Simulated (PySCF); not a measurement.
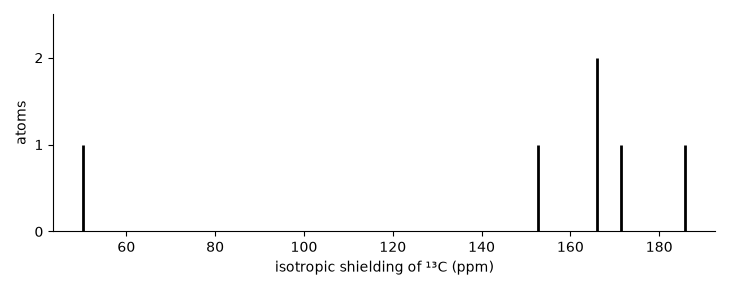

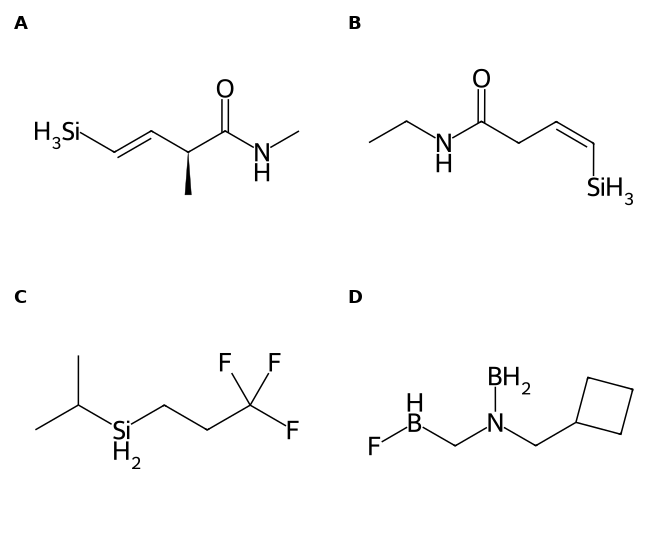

The sticks are computed shieldings of one of the molecules, for one fixed geometry (GFN2-xTB) without averaging over rotations. Low shielding means a high chemical shift. Method: GIAO PBE0/pcSseg-1 NMR shielding, non-relativistic, gas phase (PySCF 2.14.0).

Match the spectrum to a structure.

Answer. C, `CC(C)[SiH2]CCC(F)(F)F`. Its 6 C atoms give lines at 50.3, 152.7, 166.1 (2 atoms), 171.4, 185.9 ppm.

The geometry is semi-empirical. Around B, Si such bond lengths and angles can be off by a tenth of an ångström or more and by several degrees, and values that hang on the shape move with them.
